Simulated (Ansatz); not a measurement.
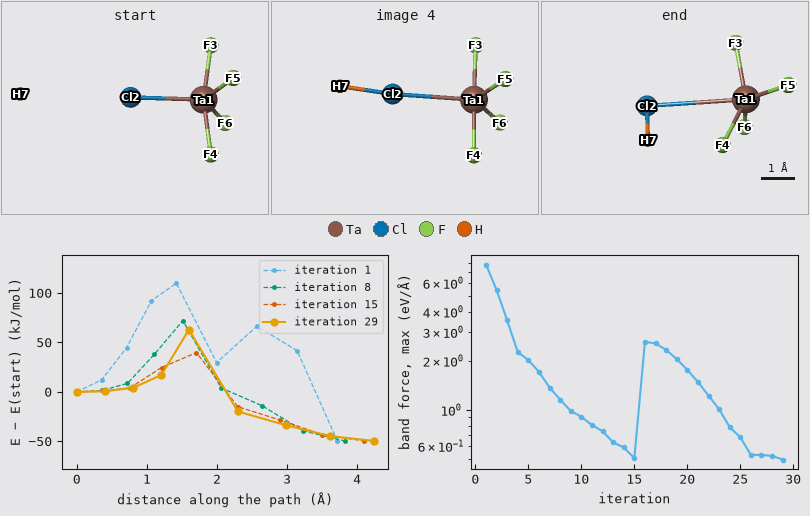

NEB run on TaHClF4 (multiplicity 2), made up at the start of TaClF$_{4}$ and H. Images are numbered from 0 (start) to 8 (end). The plot follows the band through its iterations. Style: ball-and-stick. Shown at a tilt.

The calculation used UKS PBE0-D4/def2-SVP in Ansatz 0.2.0. Set-up: 7 movable images; climbing image; force threshold 0.05 eV/Å; iteration limit 29; optimiser FIRE; largest step 0.02 Å; starting path through a guess of the saddle point.

Q: How did the profile develop, and is the result final?

A: The result isn't final. The band hadn't converged when the run stopped after 29 iterations. The largest component of the band force went from 7.8 to 0.5 eV/Å. The barrier read from it is provisional: over the last two iterations the highest image moved from 67.5 kJ/mol to 63.0 kJ/mol. The step length is far from the usual. The first iteration put the highest image at 110.0 kJ/mol. The highest point, image 4, lies 63.0 kJ/mol above the start and 112.6 kJ/mol above the end; the end is at −49.6 kJ/mol relative to the start.

Limits of the set-up: the start holds two separate molecules, 3.4 Å apart at their closest, whose relative position is a soft coordinate.
